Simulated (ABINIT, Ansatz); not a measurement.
# TlIO3 (R3m): G0W0 on several meshes in ABINIT

How does the mesh move the gap of TlIO3 (R3m)?

Calculated with ABINIT 10.8.3; PBEsol and many-body steps on it, plane waves.

### Step 1. Starting point

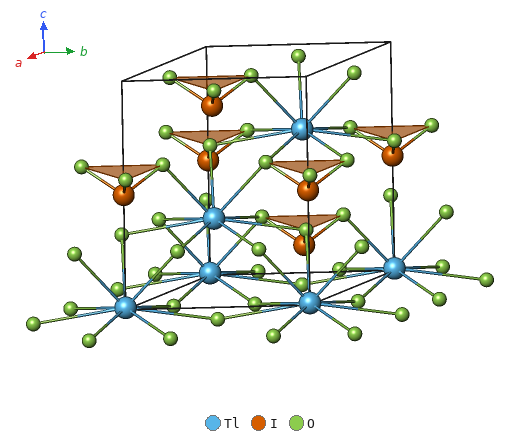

Start, viewed slightly off an axis; thallium blue, iodine orange, oxygen green. This picture shows the conventional cell, with its axes. Some periodic images of atoms are drawn too.

The cell and positions are those that the Materials Project relaxed with its own functionals (PBE, PBE+U or r2SCAN), kept fixed. Spin-orbit coupling is left out unless a step names it.

### Step 2. Empty states on the mesh, 2×2×2 mesh, 192 bands

This step: ABINIT 10.8.3; DFT, PBEsol, plane waves, norm-conserving pseudopotentials.

The sums over transitions need many empty states on a uniform mesh; this step solves for them.

File run.abi:

```
acell 3*1.0 Angstrom
rprim 
  3.150792580489 1.819110944506 2.655433585300
  -3.150792580489 1.819110944506 2.655433585300
  0.000000000000 -3.638221889012 2.655433585300
ntypat 3
znucl 81 53 8
natom 5
typat 1 2 3 3 3
xred 
  0.008750850000 0.008750850000 0.008750850000
  0.501867330000 0.501867330000 0.501867330000
  0.903287650000 0.461897090000 0.461897090000
  0.461897090000 0.903287650000 0.461897090000
  0.461897090000 0.461897090000 0.903287650000
pp_dirpath "pseudos"
pseudos "Tl.upf, I.upf, O.upf"
ecut 42
ngkpt 2 2 2
nshiftk 1
shiftk 0 0 0
kptopt 1
chksymbreak 0
iscf -2
irdden 1
istwfk *1
nband 192
nbdbuf 16
tolwfr 1e-09
nstep 60
prtvol 0
indata_prefix "in"
outdata_prefix "out"
tmpdata_prefix "tmp"
```

Launch:

```
OMP_NUM_THREADS=1 mpirun -n 4 abinit run.abi > log
```

Numbers of over 12 decimals in the logs are rounded to 6 here.

Log:

```text
.Version 10.8.3 of ABINIT. v10.8.2 released Aug 2026.

 Symmetries : space group R3 m (#160); Bravais hR (rhombohedral)
[... echo of the input left out ...]
== DATASET  1 ==================================================================
-   mpi_nproc: 4, omp_nthreads: 1 (-1 if OMP is not activated)

--- !DatasetInfo
iteration_state: {dtset: 1, }
dimensions: {natom: 5, nkpt: 4, mband: 192, nsppol: 1, nspinor: 1, nspden: 1, mpw: 8025, }
cutoff_energies: {ecut:  42.0, pawecutdg:  -1.0, }
[...]
2.84910    2.86567    2.86567    2.87747    2.88875    2.90726    2.90726    2.91722
   2.92084    2.92084    2.93732    2.93733    2.95568    2.96455    3.00605    3.00794
 prteigrs : prtvol=0 or 1, do not print more k-points.

== END DATASET(S) ==============================================================
================================================================================

 -outvars: echo values of variables after computation  --------
            nband         192
             nkpt           4
          spgroup         160
 [... the other variables as echoed above ...]

 Calculation completed.
```

It took 68 s on 4 MPI ranks of Arm Neoverse V1, shared host; peak memory 0.46 GiB.

This step gave:

- gap: 2.690 eV
- k of the valence top: 0.5, 0.5, 0.5
- k of the conduction bottom: 0.5, 0.5, 0.5
- least direct gap: 2.690 eV
- k points computed: 4
- lowest point of the top converged band, above the valence top: 74.2204 eV

On this mesh the gap is 2.690 eV.

The density comes from a self-consistent run that is not shown.

### Step 3. Screening, 2×2×2 mesh, 88 bands, screening to 114.3 eV

The RPA dielectric matrix is built and inverted for each q.

This step: RPA screening on PBEsol, plane waves, norm-conserving pseudopotentials.

run.abi: that of step 2 with these lines changed.

```diff
@@ -23,10 +23,11 @@
 chksymbreak 0
-iscf -2
-irdden 1
 istwfk *1
-nband 192
-nbdbuf 16
-tolwfr 1e-09
-nstep 60
-prtvol 0
+occopt 1
+irdwfk 1
+optdriver 3
+nband 88
+ecuteps 4.2
+inclvkb 2
+awtr 1
+symchi 1
 indata_prefix "in"
```

Log:

```text
.Version 10.8.3 of ABINIT. v10.8.2 released Aug 2026.

 Symmetries : space group R3 m (#160); Bravais hR (rhombohedral)
[... echo of the input left out ...]
== DATASET  1 ==================================================================
-   mpi_nproc: 4, omp_nthreads: 1 (-1 if OMP is not activated)

--- !DatasetInfo
iteration_state: {dtset: 1, }
dimensions: {natom: 5, nkpt: 4, mband: 88, nsppol: 1, nspinor: 1, nspden: 1, mpw: 8025, }
cutoff_energies: {ecut:  42.0, pawecutdg:  -1.0, }
electrons: {nelect:   5.60000000E+01, charge:   0.00000000E+00, occopt:   1.00000000E+00, tsmear:   1.00000000E-02, }

 SCREENING: Calculation of the susceptibility and dielectric matrices

 Based on a program developped by R.W. Godby, V. Olevano, G. Onida, and L. Reining.
 Incorporated in ABINIT by V. Olevano, G.-M. Rignanese, and M. Torrent.
.Using double precision arithmetic ; gwpc =  8

[... cell and pseudopotentials left out ...]
--------------------------------------------------------------------------------

 ==== K-mesh for the wavefunctions ====
 Number of points in the irreducible wedge :     4
[... list of points left out ...]
 Together with  6 symmetry operations and time-reversal symmetry
 yields     8 points in the full Brillouin Zone.

 ==== Q-mesh for the screening function ====
 Number of points in the irreducible wedge :     4
[... list of points left out ...]
 Together with  6 symmetry operations and time-reversal symmetry
 yields     8 points in the full Brillouin Zone.

 setmesh: FFT mesh size selected  =    36x   36x   36
          total number of points  =        46656

 vcoul_init : cutoff-mode = AUXILIARY_FUNCTION
 q-points for optical limit:   1
     1)      0.000010    0.000020    0.000030

- screening: taking advantage of time-reversal symmetry
- Maximum band index for partially occupied states nbvw = 28
- Remaining bands to be divided among processors   nbcw = 60
- Number of bands treated by each node ~15

 Number of electrons calculated from density =   56.0000; Expected =   56.0000
 average of density, n =  0.090871
 r_s =    1.3798
 omega_plasma =   29.0783 [eV]

 calculating chi0 at frequencies [eV] :
  1    0.000000E+00    0.000000E+00
  2    0.000000E+00    2.907826E+01

--------------------------------------------------------------------------------
  q-point number  1        q = ( 0.000000, 0.000000, 0.000000) [r.l.u.]
--------------------------------------------------------------------------------
[... chi0 elements left out ...]
 For q-point:  0.000010 0.000020 0.000030
  dielectric constant =   5.1656
  dielectric constant without local fields =   6.1724

  Average fulfillment of the sum rule on Im[epsilon] for q-point    1 :     43.01  [%]
[... wings left out ...]
  q-point number  2        q = ( 0.500000, 0.000000, 0.000000) [r.l.u.]
--------------------------------------------------------------------------------
[... chi0 elements left out ...]
  Average fulfillment of the sum rule on Im[epsilon] for q-point    2 :     52.31  [%]

 [... 2 further q-points ...]
```

The job ended after 17 s (4 MPI ranks; peak memory 1 GiB).

This step gave:

| Item | Value |
| --- | --- |
| ε∞ with local fields, on this mesh, along the program's q direction | 5.166 |
| the same without local fields | 6.172 |
| plasma frequency | 29.08 eV |
| plane waves in the screening matrix | 251 |

Local fields lower ε∞ by 16 %. On a Γ-centred mesh this coarse the value itself is usually too large, while a short band sum pulls it down.

### Step 4. 2×2×2

The self-energy is evaluated for the states that the input lists, and the levels follow from it, in one-shot runs by the linearised quasiparticle equation.

This step: G0W0 on PBEsol, plane waves, norm-conserving pseudopotentials.

run.abi: that of step 3 with these lines changed.

```diff
@@ -26,8 +26,17 @@
 irdwfk 1
-optdriver 3
+optdriver 4
 nband 88
+gwcalctyp 0
+ecutsigx 42
+symsigma 1
+nkptgw 2
+kptgw 
+  0.5000000000 0.5000000000 0.5000000000
+  0.0000000000 0.0000000000 0.0000000000
+bdgw 
+  27 30
+  27 31
 ecuteps 4.2
-inclvkb 2
-awtr 1
-symchi 1
+irdscr 1
+ppmodel 1
 indata_prefix "in"
```

Log:

```text
.Version 10.8.3 of ABINIT. v10.8.2 released Aug 2026.

 Symmetries : space group R3 m (#160); Bravais hR (rhombohedral)
[... echo of the input left out ...]
== DATASET  1 ==================================================================
-   mpi_nproc: 4, omp_nthreads: 1 (-1 if OMP is not activated)

--- !DatasetInfo
iteration_state: {dtset: 1, }
dimensions: {natom: 5, nkpt: 4, mband: 88, nsppol: 1, nspinor: 1, nspden: 1, mpw: 8025, }
cutoff_energies: {ecut:  42.0, pawecutdg:  -1.0, }
electrons: {nelect:   5.60000000E+01, charge:   0.00000000E+00, occopt:   1.00000000E+00, tsmear:   1.00000000E-02, }

 SIGMA: Calculation of the GW corrections

 Based on a program developped by R.W. Godby, V. Olevano, G. Onida, and L. Reining.
 Incorporated in ABINIT by V. Olevano, G.-M. Rignanese, and M. Torrent.
.Using double precision arithmetic ; gwpc =  8

[... cell and pseudopotentials left out ...]
--------------------------------------------------------------------------------

 ==== K-mesh for the wavefunctions ====
 Number of points in the irreducible wedge :     4
[... list of points left out ...]
 Together with  6 symmetry operations and time-reversal symmetry
 yields     8 points in the full Brillouin Zone.

 ==== Q-mesh for screening function ====
 Number of points in the irreducible wedge :     4
[... list of points left out ...]
 Together with  6 symmetry operations and time-reversal symmetry
 yields     8 points in the full Brillouin Zone.

 vcoul_init : cutoff-mode = AUXILIARY_FUNCTION
 q-points for optical limit:   1
     1)      0.000010    0.000020    0.000030
 setmesh: FFT mesh size selected  =    50x   50x   50
          total number of points  =       125000

 Number of electrons calculated from density =   56.0000; Expected =   56.0000
 average of density, n =  0.090871
 r_s =    1.3798
 omega_plasma =   29.0783 [eV]

 === KS Band Gaps ===
  >>>> For spin  1
   Minimum direct gap =   2.6901 [eV], located at k-point      :   0.5000  0.5000  0.5000
   Fundamental gap    =   2.6901 [eV], Top of valence bands at :   0.5000  0.5000  0.5000
                                       Bottom of conduction at :   0.5000  0.5000  0.5000
 SIGMA fundamental parameters:
 PLASMON POLE MODEL  1
 number of plane-waves for SigmaX                 8025
 number of plane-waves for SigmaC and W            251
 number of plane-waves for wavefunctions          8025
 number of bands                                    88
 number of independent spin polarizations            1
 number of spinorial components                      1
 number of k-points in IBZ                           4
 number of q-points in IBZ                           4
 number of symmetry operations                       6
 number of k-points in BZ                            8
 number of q-points in BZ                            8
 number of frequencies for dSigma/dE                 9
 frequency step for dSigma/dE [eV]                0.25
 number of omega for Sigma on real axis              0
 max omega for Sigma on real axis  [eV]           0.00
 zcut for avoiding poles [eV]                     0.10

 EPSILON^-1 parameters (SCR file):
 dimension of the eps^-1 matrix on file            251
 dimension of the eps^-1 matrix used               251
 number of plane-waves for wavefunctions          8025
 number of bands                                    88
 number of q-points in IBZ                           4
 number of frequencies                               2
 number of real frequencies                          1
 number of imag frequencies                          1

 matrix elements of self-energy operator (all in [eV])

 Perturbative Calculation

--- !SelfEnergy_ee
iteration_state: {dtset: 1, }
kpoint     : [   0.500,    0.500,    0.500, ]
spin       : 1
KS_gap     :    2.690
QP_gap     :    4.195
Delta_QP_KS:    1.505
data: !SigmaeeData |
     Band     E0 <VxcDFT>   SigX SigC(E0)      Z dSigC/dE  Sig(E)    E-E0       E
       27   2.780 -19.497 -24.743   5.246   0.758  -0.319 -19.496   0.000   2.780
       28   3.307 -17.005 -20.797   3.319   0.796  -0.256 -17.382  -0.377   2.931
       29   5.998 -14.349 -10.474  -2.497   0.819  -0.221 -13.221   1.128   7.126
       30   5.998 -14.349 -10.474  -2.497   0.819  -0.221 -13.221   1.128   7.126

--- !SelfEnergy_ee
iteration_state: {dtset: 1, }
kpoint     : [   0.000,    0.000,    0.000, ]
spin       : 1
KS_gap     :    7.479
QP_gap     :    8.903
Delta_QP_KS:    1.423
data: !SigmaeeData |
     Band     E0 <VxcDFT>   SigX SigC(E0)      Z dSigC/dE  Sig(E)    E-E0       E
       27   1.971 -18.303 -23.150   4.777   0.764  -0.309 -18.357  -0.053   1.918
       28   2.282 -18.735 -24.157   5.294   0.758  -0.319 -18.832  -0.097   2.185
       29   9.761 -10.889  -6.042  -3.275   0.844  -0.186  -9.562   1.327  11.088
       30  10.035 -15.645 -10.508  -2.992   0.805  -0.242 -13.918   1.727  11.762
       31  10.035 -15.645 -10.508  -2.992   0.805  -0.242 -13.918   1.727  11.762

== END DATASET(S) ==============================================================
================================================================================

 -outvars: echo values of variables after computation  --------
           etotal      0.0000000000E+00
            nband          88
             nkpt           4
          spgroup         160
 [... the other variables as echoed above ...]

 Calculation completed.
```

Elapsed: 6.7 s, on 4 MPI ranks; peak memory 0.7 GiB.

This step gave:

```
G0W0 gap on the points computed              : 4.195 eV
starting gap on the mesh                     : 2.690 eV
k of the valence top                         : 0.5, 0.5, 0.5
k of the conduction bottom                   : 0.5, 0.5, 0.5
Z at the valence top                         : 0.796
Z at the conduction bottom                   : 0.819
least direct G0W0 gap on the computed points : 4.195 eV
```

The gap on the mesh goes from 2.69 eV to 4.20 eV, a correction of +1.50 eV.

### Step 5. Empty states on the mesh, 4×4×4 mesh, 96 bands

This step: DFT, PBEsol, plane waves, norm-conserving pseudopotentials.

run.abi: that of step 4 with these lines changed.

```diff
@@ -18,3 +18,3 @@
 ecut 42
-ngkpt 2 2 2
+ngkpt 4 4 4
 nshiftk 1
@@ -23,20 +23,10 @@
 chksymbreak 0
+iscf -2
+irdden 1
 istwfk *1
-occopt 1
-irdwfk 1
-optdriver 4
-nband 88
-gwcalctyp 0
-ecutsigx 42
-symsigma 1
-nkptgw 2
-kptgw 
-  0.5000000000 0.5000000000 0.5000000000
-  0.0000000000 0.0000000000 0.0000000000
-bdgw 
-  27 30
-  27 31
-ecuteps 4.2
-irdscr 1
-ppmodel 1
+nband 96
+nbdbuf 8
+tolwfr 1e-09
+nstep 60
+prtvol 0
 indata_prefix "in"
```

Log:

```text
.Version 10.8.3 of ABINIT. v10.8.2 released Aug 2026.

 Symmetries : space group R3 m (#160); Bravais hR (rhombohedral)
[... echo of the input left out ...]
== DATASET  1 ==================================================================
-   mpi_nproc: 4, omp_nthreads: 1 (-1 if OMP is not activated)

--- !DatasetInfo
iteration_state: {dtset: 1, }
dimensions: {natom: 5, nkpt: 13, mband: 96, nsppol: 1, nspinor: 1, nspden: 1, mpw: 8038, }
cutoff_energies: {ecut:  42.0, pawecutdg:  -1.0, }
[...]
1.42782    1.47854    1.47854    1.48607    1.51672    1.51672    1.53392    1.53845
   1.53845    1.56331    1.59902    1.59902    1.60761    1.60762    1.60785    1.64490
 prteigrs : prtvol=0 or 1, do not print more k-points.

== END DATASET(S) ==============================================================
================================================================================

 -outvars: echo values of variables after computation  --------
            nband          96
             nkpt          13
          spgroup         160
 [... the other variables as echoed above ...]

 Calculation completed.
```

Run time: 100 s. Hardware: 4 MPI ranks; peak memory 0.47 GiB.

Numbers from this step:

| Item | Value |
| --- | --- |
| gap | 2.690 eV |
| k of the valence top | 0.5, 0.5, 0.5 |
| k of the conduction bottom | 0.5, 0.5, 0.5 |
| least direct gap | 2.690 eV |
| k points computed | 13 |
| lowest point of the top converged band, above the valence top | 38.56 eV |

On this mesh the gap is 2.690 eV.

(Continued in part 2 of 2.)

[Paths, hosts, dates, memory and timing lines, banners, echoed tables and standing remarks are left out of the program output.]

[Logs are printed without paths, hosts, clocks, repeated set-up lines and the standing remarks that a program may print on its own settings, such as how far it seeks lower states.]

[Runs of the session that timed out or met a known fault of the program may be left out.]

[Hosts, paths, dates, database ids (printed as entryN), source tags and the programs' standing remarks are cut or masked in the printed files.]

[G0W0 gaps are taken among the corrected bands and points alone; a level outside them can change the order at an edge.]

[Where Ansatz stands beside ABINIT at settings called matched, ABINIT's density can come from a denser mesh and the files from another edition; pairs whose starting gaps differed by over 0.03 eV were left out, so agreement reads better than it is.]
